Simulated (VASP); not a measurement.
## Al2O3 (Corundum): cell size against the level of theory

How close do the usual functionals, with and without dispersion, come to the cell of Al2O3 (Corundum)? The levels: LDA, PBE, r2SCAN, PBE + D3(BJ), r2SCAN + rVV10, revPBE + D3(BJ), optB88-vdW and vdW-DF-cx. LASPH is on for some levels and off for others; the table marks which. The start is a cell from a database of measured crystal structures.

Calculated with VASP 6.6.1; LDA; plane waves and PAW (Al, O), in the first sound run; inputs show where later runs differ.

**What experiment says.**

“Standard Reference Material (SRM 1990) For Single Crystal Diffractometer Alignment” (2001, pmc:4865310) reports for Al2O3, corundum, by single-crystal X-ray diffraction (one undoped alumina crystal): lattice constant a (a, hexagonal setting) 4.75999 ± 3e-05 Å; lattice constant c (c, hexagonal setting) 12.9948 ± 7e-05 Å.

## (1) Set-up

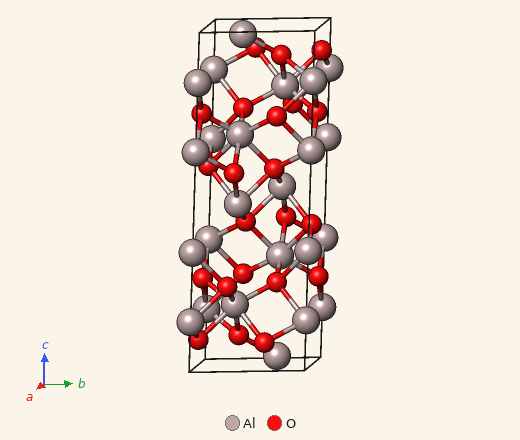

The starting structure, seen slightly off an axis (aluminium light grey, oxygen red). This picture shows the conventional cell, with its axes. Some periodic images of atoms are drawn too.

## (2) Relaxation with LDA

The start need not lie at this functional's minimum. ISIF = 3 frees volume, shape and positions, and EDIFFG sets the threshold on forces and stress at which the search stops. LDA, the lowest rung, knows the local density alone.

The input, INCAR:

```
SYSTEM = Al2O3
PREC = Accurate
ENCUT = 560
EDIFF = 1E-06
NELM = 100
ISMEAR = -1
SIGMA = 0.05
LREAL = .FALSE.
ALGO = Normal
GGA = CA
NBANDS = 34
LORBIT = 11
LWAVE = .FALSE.
LCHARG = .FALSE.
KPAR = 8
IBRION = 2
NSW = 60
ISIF = 3
EDIFFG = -0.01
```

The input, POSCAR:

```
Al2O3
1.0
    2.3802500000      1.3742379782      4.3318666667
   -2.3802500000      1.3742379782      4.3318666667
    0.0000000000     -2.7484759565      4.3318666667
Al O
4 6
Direct
    0.3521600000      0.3521600000      0.3521600000
    0.1478400000      0.1478400000      0.1478400000
    0.6478400000      0.6478400000      0.6478400000
    0.8521600000      0.8521600000      0.8521600000
    0.5566800000      0.9433200000      0.2500000000
    0.2500000000      0.5566800000      0.9433200000
    0.9433200000      0.2500000000      0.5566800000
    0.4433200000      0.0566800000      0.7500000000
    0.7500000000      0.4433200000      0.0566800000
    0.0566800000      0.7500000000      0.4433200000
```

The input, KPOINTS:

```
Automatic mesh
0
Gamma
5 5 5
0 0 0
```

PAW data sets: Al and O (PBE family, release 64).

On the command line:

```sh
$ mpirun -np 8 vasp_std
```

Log:

```text
[banner, memory and clock lines left out]
running    8 mpi-ranks, on    1 nodes
 distrk:  each k-point on    1 cores,    8 groups
 distr:  one band on    1 cores,    1 groups

 POSCAR found type information on POSCAR AlO
 POSCAR found :  2 types and      10 ions
|                                                                             |
|           W    W    AA    RRRRR   N    N  II  N    N   GGGG   !!!           |
|           W    W   A  A   R    R  NN   N  II  NN   N  G    G  !!!           |
|           W    W  A    A  R    R  N N  N  II  N N  N  G       !!!           |
|           W WW W  AAAAAA  RRRRR   N  N N  II  N  N N  G  GGG   !            |
|           WW  WW  A    A  R   R   N   NN  II  N   NN  G    G                |
|           W    W  A    A  R    R  N    N  II  N    N   GGGG   !!!           |
|                                                                             |
|     For optimal performance we recommend to set                             |
|       NCORE = 2 up to number-of-cores-per-socket                            |
|     NCORE specifies how many cores store one orbital (NPAR=cpu/NCORE).      |
|     This setting can greatly improve the performance of VASP for DFT.       |
|     The default, NCORE=1 might be grossly inefficient on modern             |
|     multi-core architectures or massively parallel machines. Do your        |
|     Unfortunately you need to use the default for GW and RPA                |
|     calculations (for HF NCORE is supported but not extensively tested      |
|     yet).                                                                   |
|                                                                             |

|                                                                             |
|               ----> ADVICE to this user running VASP <----                  |
|                                                                             |
|     You enforced a specific xc type in the INCAR file but a different       |
|     [... a line on the potential file left out ...]
|     I HOPE YOU KNOW WHAT YOU ARE DOING!                                     |
|                                                                             |

 LDA part: xc-table for (Slater(with rela. corr.)+CA(PZ))
 , standard interpolation
 POSCAR, INCAR and KPOINTS ok, starting setup
 FFT: planning ... GRIDC
 FFT: planning ... GRID_SOFT
 FFT: planning ... GRID
 WAVECAR not read
 entering main loop
       N       E                     dE             d eps       ncg     rms          rms(c)
DAV:   1     0.234617454990E+03    0.23462E+03   -0.26547E+04  1292   0.143E+03
DAV:   2    -0.771722257102E+02   -0.31179E+03   -0.30059E+03  1656   0.301E+02
DAV:   3    -0.906692736590E+02   -0.13497E+02   -0.13451E+02  1668   0.641E+01
DAV:   4    -0.907783929776E+02   -0.10912E+00   -0.10906E+00  1592   0.662E+00
DAV:   5    -0.907797603923E+02   -0.13674E-02   -0.13672E-02  1648   0.738E-01    0.163E+01
DAV:   6    -0.833799689184E+02    0.73998E+01   -0.27178E+01  1566   0.276E+01    0.539E+00
DAV:   7    -0.832829298174E+02    0.97039E-01   -0.75123E-01  1582   0.434E+00    0.306E+00
DAV:   8    -0.832079365063E+02    0.74993E-01   -0.86033E-02  1622   0.223E+00    0.588E-01
DAV:   9    -0.832036338119E+02    0.43027E-02   -0.14652E-02  1654   0.602E-01    0.270E-01
DAV:  10    -0.832036827007E+02   -0.48889E-04   -0.47488E-04  1542   0.129E-01    0.604E-02
DAV:  11    -0.832036645465E+02    0.18154E-04   -0.12252E-04  1590   0.652E-02    0.266E-02
DAV:  12    -0.832036650660E+02   -0.51950E-06   -0.29806E-06  1430   0.119E-02
   1 F= -.83203665E+02 E0= -.83203665E+02  d E =-.832037E+02
 curvature:   0.00 expect dE= 0.000E+00 dE for cont linesearch  0.000E+00
 trial: gam= 0.00000 g(F)=  0.555E-02 g(S)=  0.628E-01 ort = 0.000E+00 (trialstep = 0.100E+01)
 search vector abs. value=  0.683E-01
 bond charge predicted
       N       E                     dE             d eps       ncg     rms          rms(c)
DAV:   1    -0.834475274131E+02   -0.24386E+00   -0.64040E+00  1534   0.168E+01    0.366E+00
DAV:   2    -0.832113698129E+02    0.23616E+00   -0.87165E-01  1524   0.532E+00    0.637E-01
DAV:   3    -0.832079763340E+02    0.33935E-02   -0.28512E-02  1506   0.935E-01    0.228E-01
DAV:   4    -0.832063913054E+02    0.15850E-02   -0.26416E-03  1550   0.319E-01    0.991E-02
DAV:   5    -0.832062545008E+02    0.13680E-03   -0.55655E-04  1624   0.132E-01    0.183E-02
DAV:   6    -0.832062554299E+02   -0.92914E-06   -0.10384E-05  1492   0.205E-02    0.115E-02
DAV:   7    -0.832062546323E+02    0.79759E-06   -0.37469E-06  1522   0.117E-02
   2 F= -.83206255E+02 E0= -.83206255E+02  d E =-.258957E-02
[...]
3 F= -.83221491E+02 E0= -.83221491E+02  d E =-.178263E-01
[...]
4 F= -.83221488E+02 E0= -.83221488E+02  d E =-.178232E-01
[...]
5 F= -.83221790E+02 E0= -.83221790E+02  d E =-.301297E-03
 trial-energy change:   -0.000301  1 .order   -0.000301   -0.000721    0.000118
 step:   0.7784(harm=  0.7784)  dis= 0.00145  next Energy=   -83.221798 (dE=-0.309E-03)
 bond charge predicted
       N       E                     dE             d eps       ncg     rms          rms(c)
DAV:   1    -0.832217996423E+02   -0.99206E-05   -0.23898E-03  1306   0.300E-01    0.160E-02
DAV:   2    -0.832217998047E+02   -0.16241E-06   -0.57659E-05  1656   0.440E-02    0.876E-03
DAV:   3    -0.832217978707E+02    0.19340E-05   -0.19984E-06  1162   0.105E-02    0.352E-03
DAV:   4    -0.832217976306E+02    0.24013E-06   -0.10520E-06   744   0.668E-03
   6 F= -.83221798E+02 E0= -.83221798E+02  d E =-.309356E-03
 curvature:  -0.40 expect dE=-0.154E-04 dE for cont linesearch -0.201E-07
 trial: gam= 0.00104 g(F)=  0.170E-04 g(S)=  0.216E-04 ort = 0.641E-05 (trialstep = 0.881E+00)
 search vector abs. value=  0.386E-04
 reached required accuracy - stopping structural energy minimisation
```

Wall time 22 s (8 MPI ranks of AMD EPYC 9R45, shared host); peak memory 1.9 GiB; 2.3 min of CPU time.

Lines that name or quote the potential files are left out of all logs, and their timing lines are given in words.

OUTCAR, selected parts (step 2):

```text
ion  position               nearest neighbor table
   1  0.352  0.352  0.352-   9 1.85  10 1.85   8 1.85   7 1.97   5 1.97   6 1.97   2 2.66   3 2.79
                             3 2.79   3 2.79   2 3.22   2 3.22   2 3.22
   2  0.148  0.148  0.148-  10 1.85   9 1.85   8 1.85   6 1.97   5 1.97   7 1.97   1 2.66   4 2.79
                             4 2.79   4 2.79   1 3.22   1 3.22   1 3.22
   3  0.648  0.648  0.648-   6 1.85   7 1.85   5 1.85  10 1.97   8 1.97   9 1.97   4 2.66   1 2.79
                             1 2.79   1 2.79   4 3.22   4 3.22   4 3.22
   4  0.852  0.852  0.852-   7 1.85   6 1.85   5 1.85   9 1.97   8 1.97  10 1.97   3 2.66   2 2.79
                             2 2.79   2 2.79   3 3.22   3 3.22   3 3.22
   5  0.557  0.943  0.250-   3 1.85   4 1.85   1 1.97   2 1.97
   6  0.250  0.557  0.943-   3 1.85   4 1.85   2 1.97   1 1.97
   7  0.943  0.250  0.557-   4 1.85   3 1.85   1 1.97   2 1.97
   8  0.443  0.057  0.750-   1 1.85   2 1.85   3 1.97   4 1.97
   9  0.750  0.443  0.057-   1 1.85   2 1.85   4 1.97   3 1.97
  10  0.057  0.750  0.443-   2 1.85   1 1.85   3 1.97   4 1.97

  LATTYP: Found a trigonal (rhomboedric) cell.
 ALAT       =     5.1302230849
 COS(alpha) =     0.5694707703

 Subroutine GETGRP returns: Found 12 space group operations
 (whereof  6 operations were pure point group operations)

The static configuration has the point symmetry S_6 .
 The point group associated with its full space group is D_3d.

 Found     19 irreducible k-points:

   k-points           NKPTS =     19   k-points in BZ     NKDIM =     19   number of bands    NBANDS=     34

   dimension x,y,z NGX =    40 NGY =   40 NGZ =   40
   dimension x,y,z NGXF=    80 NGYF=   80 NGZF=   80

   ENCUT  =  560.0 eV  41.16 Ry    6.42 a.u.   9.90  9.90  9.90*2*pi/ulx,y,z

   NELECT =      48.0000    total number of electrons

 k-points in reciprocal lattice and weights: Automatic mesh
   0.00000000  0.00000000  0.00000000       0.008
   0.20000000 -0.00000000  0.00000000       0.048
   0.40000000 -0.00000000 -0.00000000       0.048
   0.20000000  0.20000000  0.00000000       0.048
   0.40000000  0.20000000 -0.00000000       0.096
  -0.40000000  0.20000000  0.00000000       0.096
  -0.20000000  0.20000000  0.00000000       0.048
   0.40000000  0.40000000 -0.00000000       0.048
  -0.40000000  0.40000000  0.00000000       0.048
[...]
0.40000000  0.40000000  0.40000000       0.016
  -0.40000000  0.40000000  0.40000000       0.048

 average (electrostatic) potential at core
       1 -70.6959       2 -70.6959       3 -70.6959       4 -70.6959       5 -66.7607
       6 -66.7607       7 -66.7607       8 -66.7607       9 -66.7607      10 -66.7607

 E-fermi :   7.1168

 k-point     1 :       0.0000    0.0000    0.0000
  band No.  band energies     occupation
    ...
     20       5.4661      2.00000
     21       5.4661      2.00000
     22       5.9414      2.00000
     23       5.9414      2.00000
     24       5.9817      2.00000
     25      12.3659      0.00000
     26      15.0375      0.00000
     27      16.7333      0.00000
     28      17.5063      0.00000
     29      17.5063      0.00000
    ...

 k-point     2 :       0.2000   -0.0000    0.0000
  band No.  band energies     occupation
    ...
     20       4.8772      2.00000
     21       5.2302      2.00000
     22       5.5833      2.00000
     23       5.8750      2.00000
     24       5.9084      2.00000
     25      13.2115      0.00000
     26      15.7394      0.00000
     27      16.2031      0.00000
     28      16.8836      0.00000
     29      17.1476      0.00000
    ...

 k-point     3 :       0.4000   -0.0000   -0.0000
  band No.  band energies     occupation
    ...
     20       4.6241      2.00000
     21       4.9970      2.00000
     22       5.3041      2.00000
     23       5.7070      2.00000
     24       5.7407      2.00000
     25      14.7877      0.00000
     26      15.6277      0.00000
     27      15.7435      0.00000
     28      16.2360      0.00000
     29      17.1619      0.00000
    ...

  Total        0.0446983      0.0446983      0.0218022      0.0000000     -0.0000000      0.0000000
  in kB        0.8556059      0.8556059      0.4173332      0.0000000     -0.0000000      0.0000000
  external PRESSURE =       0.7095150 kB  Pullay stress =       0.0000000 kB

  energy-cutoff  :      560.00
  volume of cell :       83.70
      direct lattice vectors                 reciprocal lattice vectors
     2.369274663  1.367901365  4.304335227     0.211035051  0.121841144  0.077441304
    -2.369274663  1.367901365  4.304335227    -0.211035051  0.121841144  0.077441304
    -0.000000000 -2.735802729  4.304335227     0.000000000 -0.243682287  0.077441304

 POSITION                                       TOTAL-FORCE (eV/Angst)
 -----------------------------------------------------------------------------------
     -0.00000     -0.00000      4.54510         0.000000     -0.000000      0.009340
     -0.00000     -0.00000      1.91140         0.000000      0.000000     -0.009340
     -0.00000     -0.00000      8.36790         0.000000      0.000000     -0.009340
     -0.00000     -0.00000     11.00161         0.000000     -0.000000      0.009340
     -0.92080      1.36790      7.53259        -0.000722      0.000000      0.000000
     -0.72424     -1.48139      7.53259         0.000361     -0.000625     -0.000000
      1.64504      0.11349      7.53259         0.000361      0.000625      0.000000
      0.92080     -1.36790      5.38042         0.000722     -0.000000      0.000000
      0.72424      1.48139      5.38042        -0.000361      0.000625      0.000000
     -1.64504     -0.11349      5.38042        -0.000361     -0.000625     -0.000000
 -----------------------------------------------------------------------------------
    total drift:                                0.000000     -0.000000      0.000000

  FREE ENERGIE OF THE ION-ELECTRON SYSTEM (eV)
  ---------------------------------------------------
  free  energy   TOTEN  =       -83.2217976306 eV

  energy  without entropy=      -83.2217976306  energy(sigma->0) =      -83.22179763

 reached required accuracy - stopping structural energy minimisation

 total charge
# of ion       s       p       d       tot
------------------------------------------
    1        0.311   0.415   0.000   0.726
    2        0.311   0.415   0.000   0.726
    3        0.311   0.415   0.000   0.726
    4        0.311   0.415   0.000   0.726
    5        1.532   3.633   0.000   5.165
    6        1.532   3.633   0.000   5.165
    7        1.532   3.633   0.000   5.165
    8        1.532   3.633   0.000   5.165
    9        1.532   3.633   0.000   5.165
   10        1.532   3.633   0.000   5.165
--------------------------------------------------
tot         10.438  23.459   0.000  33.898

[... 3 further parts left out ...]
```

CONTCAR:

```
Al2O3
   1.00000000000000
     2.3692746633281061    1.3679013646184739    4.3043352274181323
    -2.3692746633281061    1.3679013646184739    4.3043352274181323
    -0.0000000000000000   -2.7358027293358504    4.3043352274179298
  Al              O
     4     6
Direct
     0.3519787469164799    0.3519787469164799    0.3519787469164800
     0.1480212530835200    0.1480212530835200    0.1480212530835200
     0.6480212530835201    0.6480212530835201    0.6480212530835200
     0.8519787469164799    0.8519787469164799    0.8519787469164800
     0.5556787744338325    0.9443212255661675    0.2500000000000000
     0.2500000000000000    0.5556787744338324    0.9443212255661676
     0.9443212255661676    0.2500000000000001    0.5556787744338324
     0.4443212255661675    0.0556787744338325    0.7500000000000000
     0.7500000000000000    0.4443212255661675    0.0556787744338324
     0.0556787744338324    0.7500000000000000    0.4443212255661675
```

The gap is read on the k-mesh alone, so it is an upper bound where the band edges lie off the mesh. The PAW data sets were made with PBE, though LDA sets exist; this is a small mismatch. The run keeps the 12 symmetry operations of its start, so it cannot find a distortion of lower symmetry.

The steps of the relaxation:

| step | energy less that of the first step (eV) | largest force (eV/Å) | pressure (GPa) | volume (Å³) |
| --- | --- | --- | --- | --- |
| 1 | 0.0000 | 0.1303 | -3.92 | 85.02 |
| 2 | -0.0026 | 0.0576 | 4.00 | 82.49 |
| 3 | -0.0178 | 0.0372 | 0.07 | 83.69 |
| 4 | -0.0178 | 0.0350 | 0.18 | 83.66 |
| 5 | -0.0181 | 0.0147 | 0.05 | 83.71 |
| 6 | -0.0181 | 0.0093 | 0.07 | 83.70 |

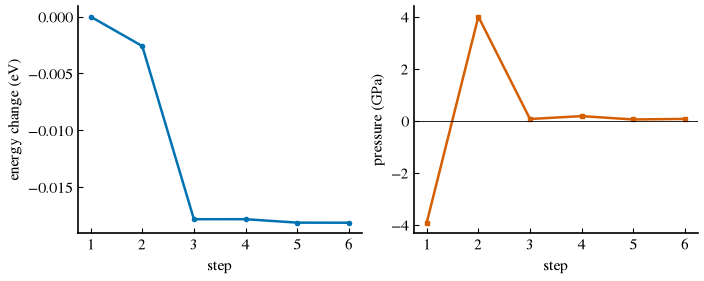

Energy and pressure along the relaxation.

| conventional cell, symmetrised | before | after | change |
| --- | --- | --- | --- |
| a (Å) | 4.760 | 4.739 | -0.5 % |
| b (Å) | 4.760 | 4.739 | -0.5 % |
| c (Å) | 12.996 | 12.913 | -0.6 % |
| volume (Å³/atom) | 8.50 | 8.37 | -1.5 % |

Final coordinates:

```cif
data_structure
_symmetry_space_group_name_H-M 'P 1'
_symmetry_Int_Tables_number 1
_cell_length_a 5.1002
_cell_length_b 5.1002
_cell_length_c 5.1002
_cell_angle_alpha 55.362
_cell_angle_beta 55.362
_cell_angle_gamma 55.362
_cell_volume 83.70
loop_
_atom_site_label
_atom_site_type_symbol
_atom_site_fract_x
_atom_site_fract_y
_atom_site_fract_z
_atom_site_occupancy
Al1 Al 0.35198 0.35198 0.35198 1
Al2 Al 0.14802 0.14802 0.14802 1
Al3 Al 0.64802 0.64802 0.64802 1
Al4 Al 0.85198 0.85198 0.85198 1
O5 O 0.55568 0.94432 0.25000 1
O6 O 0.25000 0.55568 0.94432 1
O7 O 0.94432 0.25000 0.55568 1
O8 O 0.44432 0.05568 0.75000 1
O9 O 0.75000 0.44432 0.05568 1
O10 O 0.05568 0.75000 0.44432 1
```

Numbers from this step:

| Quantity | Value |
| --- | --- |
| electrons | 48 |
| bands | 34 |
| irreducible k-points | 19 |
| symmetry operations | 12 |
| free energy (TOTEN) | -83.2218 eV |
| Fermi energy | 7.117 eV |
| pressure | 0.07095 GPa |
| metallic | no |
| valence top at k | 0, 0, 0 |
| conduction bottom at k | 0, 0, 0 |
| least direct gap at k | 0, 0, 0 |
| SCF cycles over all ionic steps | 37 |
| gap on the k-mesh | 6.384 eV |
| least direct gap on the k-mesh | 6.384 eV |

It ends with a largest force of 0.009 eV/Å and a pressure of 0.07 GPa. The volume lies -1.5 % from that of the database's start, which holds the thermal and zero-point expansion of its experiment. The conventional cell has a = 4.739 and c = 12.913 Å.

(Part 1 of 4 ends here.)

[Lines on the potential files, build, host, timing and source positions are cut from VASP's logs without a mark.]

[Logs are printed without paths, hosts, clocks, repeated set-up lines and the standing remarks that a program may print on its own settings, such as how far it seeks lower states.]

[Hosts, paths, dates, database ids (printed as entryN), source tags and the programs' standing remarks are cut or masked in the printed files.]

[A measured line is paired with the nearest computed mode of its activity, which favours agreement.]
